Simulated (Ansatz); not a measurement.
**CH3AsSi: inversion of the pyramid at As3**

Aim: the minimum-energy path and barrier of the inversion of the pyramid at As3. The ends are relaxed first, then joined by a nudged elastic band. SMILES of the start: [SiH]#C[AsH2].

Program: Ansatz 0.2.0. Level of theory: RKS revPBE-D4/def2-SVP. These are calculated values, not measurements.

### 1 The structure to begin with

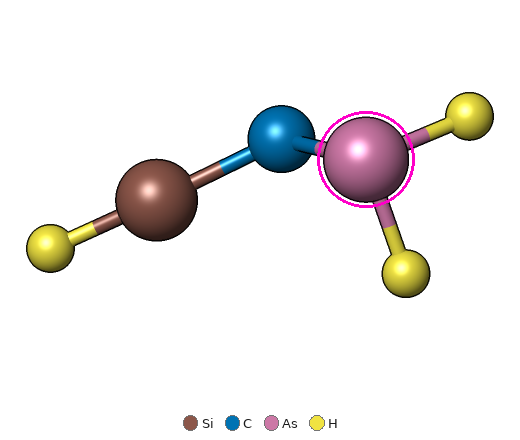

The starting structure, seen from a free direction (silicon brown, carbon blue, arsenic pink, hydrogen yellow). Ringed: As3.

Coordinates:

```xyz
6

Si   -1.2835   -1.1072   -0.5304
C     0.0985   -0.7391    0.4113
As    1.2873    0.7282   -0.1633
H    -2.5209   -1.5329   -1.1874
H     0.4117    1.8675    0.3132
H     2.0069    0.7835    1.1567
```

### 2 End point A

File input.yaml:

```yaml
crystal:
  periodic: [false, false, false]
  atoms:
    - { symbol: Si, position_ang: [-1.28354, -1.10721, -0.53043] }
    - { symbol: C, position_ang: [0.09846, -0.73907, 0.41125] }
    - { symbol: As, position_ang: [1.28734, 0.7282, -0.16332] }
    - { symbol: H, position_ang: [-2.52086, -1.53292, -1.1874] }
    - { symbol: H, position_ang: [0.4117, 1.8675, 0.31316] }
    - { symbol: H, position_ang: [2.0069, 0.7835, 1.15673] }
basis:
  gaussian: { orbitals: def2-SVP }
hamiltonian:
  xc: revpbe
  dispersion: d4
relax:
  f_tol: 0.015
  max_steps: 40
```

On the command line:

```bash
$ ansatz run input.yaml --threads 1 --pin off --max-ram 2048MiB --backend cpu --events-out ev --progress --plain --runs-dir out
```

The log of the run, shortened:

```text
Warning: RAYON_NUM_THREADS=1 ignored (pool sized by the plan → 1); use --threads N
[...]
Functional definition: revPBE
[...]
891 factors; their error is unknown
[...]
mean field -69782.56431201 eV, -2564.4619381453 hartree, gradient 7.0e-5 eV, S^2 0.000000; 0 other end points of the search recorded, 0 dependent functions left out
[...]
reference -69782.56434796 eV, -2564.4619394665 hartree; 28, 28 occupied and 51, 51 virtual orbitals, 891 factors
relax step   1: F+E_penalty+E_count = -69782.96007272 eV  Δ(F+E_penalty+E_count) = +0.000e0 eV  max|allowed force component| = 1.718e0 eV/Å  Δτ_max = 0.0000 Å  (28 SCF iters, accepted)
[...]
relax step   3: F+E_penalty+E_count = -69783.38455821 eV  Δ(F+E_penalty+E_count) = -1.777e-1 eV  max|allowed force component| = 8.178e-1 eV/Å  Δτ_max = 0.1927 Å  (35 SCF iters, accepted)
[...]
relax step   5: F+E_penalty+E_count = -69783.77201400 eV  Δ(F+E_penalty+E_count) = -2.213e-1 eV  max|allowed force component| = 6.404e-1 eV/Å  Δτ_max = 0.2000 Å  (34 SCF iters, accepted)
[...]
relax step   7: F+E_penalty+E_count = -69783.88538654 eV  Δ(F+E_penalty+E_count) = -2.500e-2 eV  max|allowed force component| = 3.013e-1 eV/Å  Δτ_max = 0.1942 Å  (29 SCF iters, accepted)
[...]
relax step   9: F+E_penalty+E_count = -69783.89484229 eV  Δ(F+E_penalty+E_count) = -4.708e-3 eV  max|allowed force component| = 4.426e-2 eV/Å  Δτ_max = 0.0406 Å  (28 SCF iters, accepted)
[...]
relax step  10: F+E_penalty+E_count = -69783.89528558 eV  Δ(F+E_penalty+E_count) = -4.433e-4 eV  max|allowed force component| = 2.410e-2 eV/Å  Δτ_max = 0.0335 Å  (29 SCF iters, accepted)
[...]
relax step  11: F+E_penalty+E_count = -69783.89556180 eV  Δ(F+E_penalty+E_count) = -2.762e-4 eV  max|allowed force component| = 2.908e-3 eV/Å  Δτ_max = 0.0134 Å  (28 SCF iters, accepted)
891 factors; their error is unknown
[...]
mean field -69783.50806429 eV, -2564.4966204019 hartree, gradient 2.2e-5 eV, S^2 0.000000; 1 other end points of the search recorded, 0 dependent functions left out
[...]
reference -69783.50810112 eV, -2564.4966217553 hartree; 28, 28 occupied and 51, 51 virtual orbitals, 891 factors
Total energy: -69783.89559863 eV, -2564.5108620264 hartree
Atom 0 at    -1.125798    -1.356760    -1.182920 Å, force     0.000291    -0.000968     0.000669 eV/Å
Atom 1 at    -0.196339    -0.266394    -0.260450 Å, force    -0.002908    -0.002456    -0.001838 eV/Å
Atom 2 at     1.311052     0.805356    -0.021953 Å, force     0.001783     0.002876     0.001292 eV/Å
Atom 3 at    -2.359348    -1.668179    -0.351708 Å, force    -0.000234     0.000965    -0.000212 eV/Å
Atom 4 at     0.639695     2.119193     0.422693 Å, force     0.000481    -0.001005     0.000439 eV/Å
Atom 5 at     1.730739     0.366783     1.394328 Å, force     0.000586     0.000588    -0.000349 eV/Å
Dipole moment:     0.090902     0.111837     0.099822 e Å
```

Run time: 24 s. Hardware: 1 thread of Arm Neoverse V1, shared host; peak memory 0.14 GiB.

The steps of the relaxation:

| step | energy from step 1 (eV) | largest force component (eV/Å) |
| --- | --- | --- |
| 1 | 0.0000 | 1.7183 |
| 2 | -0.2468 | 0.7910 |
| 3 | -0.4245 | 0.8178 |
| 4 | -0.5906 | 1.1102 |
| 5 | -0.8119 | 0.6404 |
| 6 | -0.9003 | 0.3103 |
| 7 | -0.9253 | 0.3013 |
| 8 | -0.9301 | 0.2094 |
| 9 | -0.9348 | 0.0443 |
| 10 | -0.9352 | 0.0241 |
| 11 | -0.9355 | 0.0029 |

Step 1 is the start.

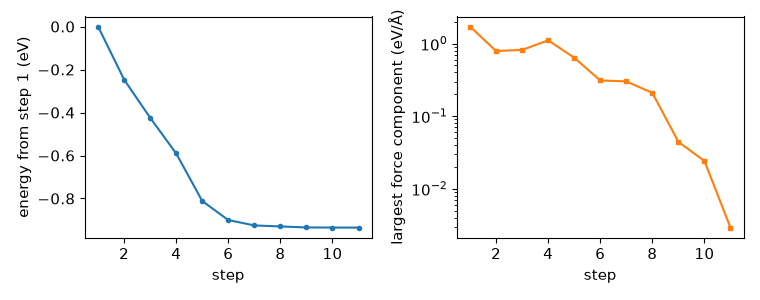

Energy and largest force along the relaxation.

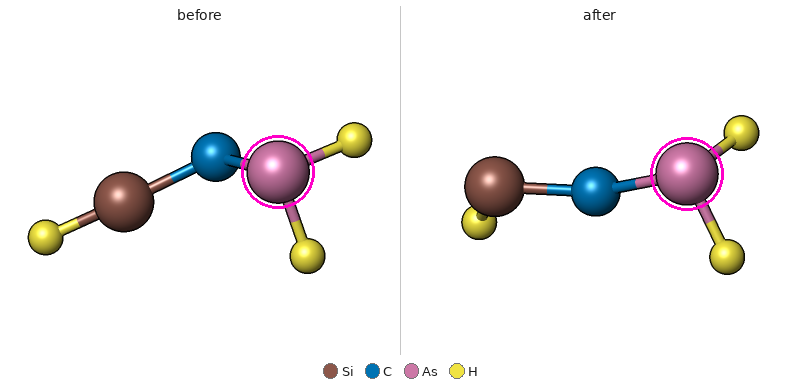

The structure before (left) and after (right), drawn at the same scale.

After: Bond lengths: Si1–C2 1.704 Å, C2–As3 1.865 Å, Si1–H4 1.520 Å, As3–H5 1.541 Å, As3–H6 1.541 Å. Angles: Si1–C2–As3 151.4°, C2–Si1–H4 106.1°, C2–As3–H5 100.1°, C2–As3–H6 100.0°, H5–As3–H6 95.5°.

### 3 Relaxing end B

The second end starts from a geometry with the move made by hand.

Edit input.yaml of step 2 so:

```diff
@@ -7,4 +7,4 @@
     - { symbol: H, position_ang: [-2.52086, -1.53292, -1.1874] }
-    - { symbol: H, position_ang: [0.4117, 1.8675, 0.31316] }
-    - { symbol: H, position_ang: [2.0069, 0.7835, 1.15673] }
+    - { symbol: H, position_ang: [0.73129, 0.87353, -1.56385] }
+    - { symbol: H, position_ang: [2.32595, -0.2088, -0.71711] }
 basis:
```

On the command line:

```bash
$ ansatz run input.yaml --threads 1 --pin off --max-ram 2048MiB --backend cpu --events-out ev --progress --plain --runs-dir out
```

The log of the run, shortened:

```text
Warning: RAYON_NUM_THREADS=1 ignored (pool sized by the plan → 1); use --threads N
[...]
[... 1 set-up line as earlier in the session ...]
[...]
891 factors; their error is unknown
[...]
mean field -69782.39585485 eV, -2564.4557474589 hartree, gradient 1.9e-5 eV, S^2 0.000000; 0 other end points of the search recorded, 0 dependent functions left out
[...]
reference -69782.39589024 eV, -2564.4557487594 hartree; 28, 28 occupied and 51, 51 virtual orbitals, 891 factors
relax step   1: F+E_penalty+E_count = -69782.80494574 eV  Δ(F+E_penalty+E_count) = +0.000e0 eV  max|allowed force component| = 1.711e0 eV/Å  Δτ_max = 0.0000 Å  (29 SCF iters, accepted)
[...]
relax step   4: F+E_penalty+E_count = -69783.36890300 eV  Δ(F+E_penalty+E_count) = -1.601e-1 eV  max|allowed force component| = 9.995e-1 eV/Å  Δτ_max = 0.1939 Å  (29 SCF iters, accepted)
[...]
891 factors; their error is unknown
[...]
mean field -69783.45122278 eV, -2564.4945315150 hartree, gradient 2.4e-5 eV, S^2 0.000000; 1 other end points of the search recorded, 0 dependent functions left out
[...]
reference -69783.45126010 eV, -2564.4945328866 hartree; 28, 28 occupied and 51, 51 virtual orbitals, 891 factors
Total energy: -69783.83689651 eV, -2564.5087047631 hartree
Atom 0 at    -1.433422    -1.550055    -1.187205 Å, force     0.003765    -0.004446    -0.011080 eV/Å
Atom 1 at    -0.255985    -0.504828    -0.551286 Å, force     0.006147     0.002916     0.000114 eV/Å
Atom 2 at     1.172953     0.586687    -0.101729 Å, force     0.001296     0.005249     0.008196 eV/Å
Atom 3 at    -2.547425    -1.657012    -0.158656 Å, force    -0.006479     0.001318     0.007446 eV/Å
Atom 4 at     1.321206     1.463087    -1.360243 Å, force    -0.000767    -0.005933    -0.000255 eV/Å
Atom 5 at     2.381315    -0.324149    -0.391742 Å, force    -0.003962     0.000895    -0.004421 eV/Å
Dipole moment:     0.151299     0.090240     0.001395 e Å
```

It took 33 s on 1 thread of Arm Neoverse V1, shared host; peak memory 0.14 GiB.

Relaxation path:

| step | energy from step 1 (eV) | largest force component (eV/Å) |
| --- | --- | --- |
| 1 | 0.0000 | 1.7110 |
| 2 | -0.2285 | 0.8185 |
| 3 | -0.4039 | 0.5854 |
| 4 | -0.5640 | 0.9995 |
| 5 | -0.7175 | 0.8603 |
| 6 | -0.8430 | 0.8762 |
| 7 | -0.9725 | 0.5141 |
| 8 | -1.0086 | 0.2164 |
| 9x | -0.9674 | 0.4318 |
| 10 | -1.0195 | 0.1486 |
| 11 | -1.0287 | 0.1725 |
| 12 | -1.0314 | 0.0313 |
| 13x | -1.0288 | 0.1065 |
| 14 | -1.0317 | 0.0870 |
| 15 | -1.0319 | 0.0111 |

Step 1 is the start. 2 steps were tried and not accepted (marked x).

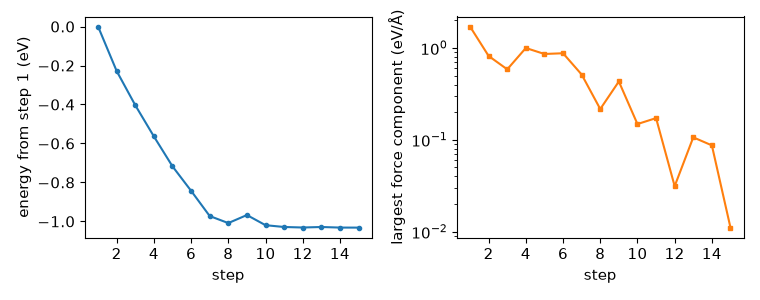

How energy and force went from step to step.

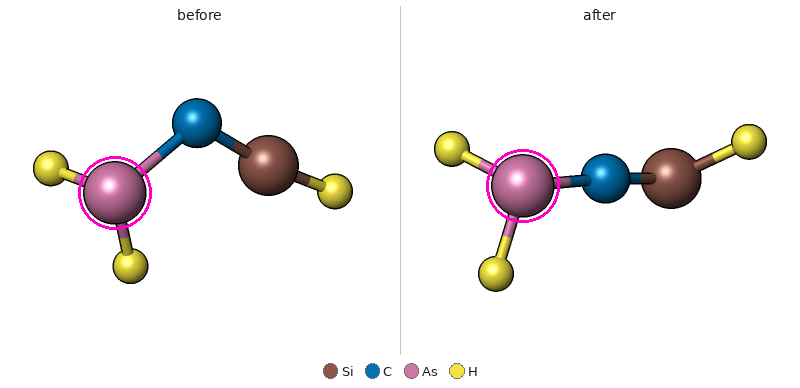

The structure before (left) and after (right), drawn at the same scale.

After: Bond lengths: Si1–C2 1.698 Å, C2–As3 1.853 Å, Si1–H4 1.520 Å, As3–H5 1.541 Å, As3–H6 1.541 Å. Angles: Si1–C2–As3 171.1°, C2–Si1–H4 107.3°, C2–As3–H5 102.2°, C2–As3–H6 102.2°, H5–As3–H6 96.1°.

(Part 1 of 2 ends here.)
